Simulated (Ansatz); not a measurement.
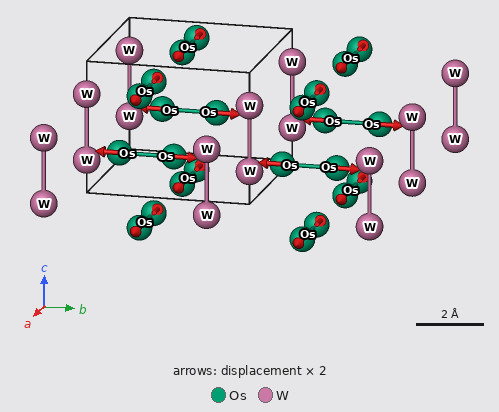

A relaxation of a crystal of Os2W (built on the random type) (coarse preliminary run). The starting structure is drawn; red arrows show the displacements (the part carried along by the change of the cell is left out), magnified 2 times.

Style: ball-and-stick. Shown: the cell of the calculation, repeated 2 × 2 × 1 with one cell outlined, slightly off an axis.

Case: random cell with space group P4_2/mmc (No. 131).

Method: DFT PBE, scalar-relativistic, plane waves, PAW in Ansatz. Settings: plane-wave cutoff 420 eV; k-point mesh 4 × 4 × 4; occupations gaussian; smearing width 0.1 eV; no spin polarisation; cell and atoms relaxed; force threshold 0.04 eV/Å; at most 70 steps.

Q: Atoms of which element are displaced furthest, and by how much?

A: Osmium: up to 0.39 Å, against 0.00 Å for tungsten.

Q: Describe the change and its energy.

A: The largest moves relative to the cell, 0.39 Å, are those of Os atoms. W stays in place. Cell: a = b 5.100 → 4.698 Å (−7.9 %), c 4.136 → 4.755 Å (+15.0 %). Volume −2.4 %. Near-neighbour distances that change, for instance: Os–Os 3.400 → 2.353 Å, Os–Os 1.700 → 2.345 Å, Os–Os 2.392 → 2.899 Å, Os–W 3.234 → 2.884 Å. New bonds form: Os–Os (3.40 → 2.35 Å). The space group stays P4_2/mmc (No. 131). After 8 accepted moves (10 points after the start) the energy has fallen by 5662 meV per atom. The largest force component goes from 61 to under 0.0001 eV/Å. The pressure goes from 144.69 to 0.04 GPa. At 2 points the geometry stayed and the basis and grid were re-selected for the new cell (energy shift of 2.3 meV per atom at most each time). The run took 73 s on 1 thread of Arm Neoverse V1 (shared host), peak memory 0.41 GiB.

Limits of the set-up: the k-point mesh is coarse for a cell with partly filled bands.
